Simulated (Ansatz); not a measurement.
SrTiO₃ (space group Pm-3m, No. 221): the input geometry of an electronic-structure calculation (not necessarily at equilibrium).

Space group Pm-3m (No. 221). a = 3.899 Å, b = 3.899 Å, c = 3.899 Å, α = 90.00°, β = 90.00°, γ = 90.00°
```
atom  site  symmetry       x       y       z
  Sr    1b      m-3m  0.5000  0.5000  0.5000
  Ti    1a      m-3m  0.0000  0.0000  0.0000
   O    3d    4/mm.m  0.5000  0.0000  0.0000
```

Describe how the polyhedra about Ti are linked (bonds: O–Ti below 2.2 Å).

Ti: TiO6 octahedron, sharing corners with six neighbours.

They form a three-dimensional framework of corner-sharing octahedra.

Centre to centre across a shared corner: 3.90 Å.

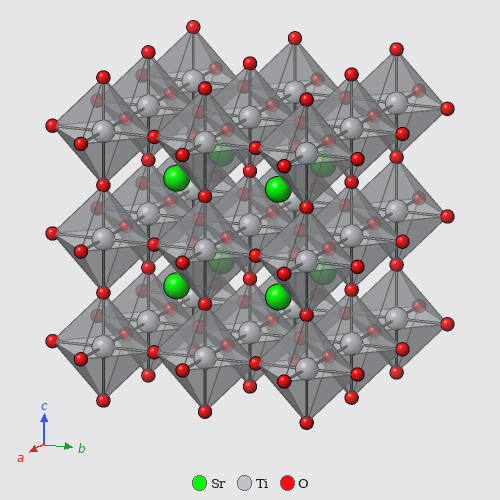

Polyhedra are drawn about Ti (bonds: O–Ti below 2.2 Å); other atoms are plain spheres.
